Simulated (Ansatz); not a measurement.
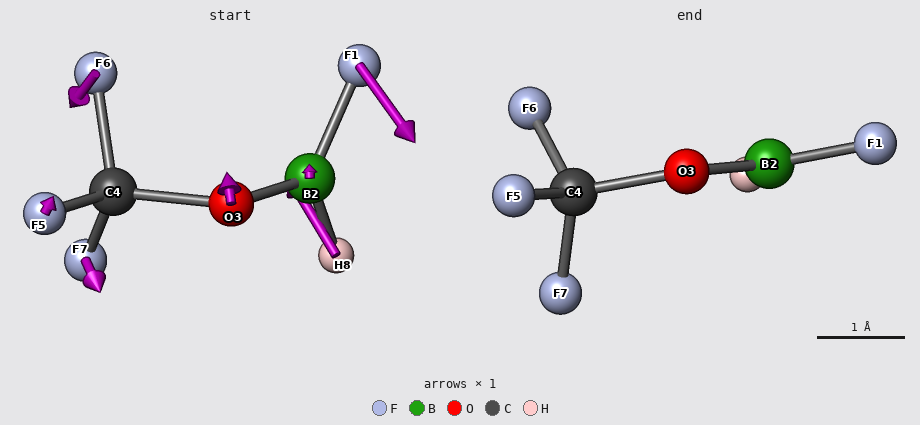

The structure of CHBF$_{4}$O (coarse preliminary run) before (left) and after (right) a relaxation, at one scale. The purple arrows give the displacements, at their true length.

The picture is a ball-and-stick view, seen at a tilt.

The start comes from a force field.

The calculation used RKS PBE-D4/def2-SVP in Ansatz. Settings: force threshold 0.03 eV/Å; at most 200 steps.

Describe what moved and what it gained.

After 13 accepted moves (14 points after the start) the energy has fallen by 30.2 kcal/mol. Largest force component: 3.6 eV/Å at the start, 0.019 eV/Å at the end. The line search rejected the trial step at point 13 of the run. The forces were under the threshold at step 11, but the run went on from there. F1 moves most after the best rigid fit: 1.27 Å. Largest moves by element: F 1.27 Å, H 1.18 Å, O 0.42 Å, B 0.17 Å, C 0.02 Å. Some distances before and after: F1–B2 1.444 → 1.322 Å, B2–O3 1.489 → 1.378 Å, O3–C4 1.462 → 1.368 Å, C4–F6 1.423 → 1.347 Å. Bond angles that change, for instance: B2–O3–C4 107.4° → 121.5°, F1–B2–O3 121.9° → 115.6°, O3–C4–F6 107.4° → 111.3°. Groups turn about B2–O3 by about 85°.
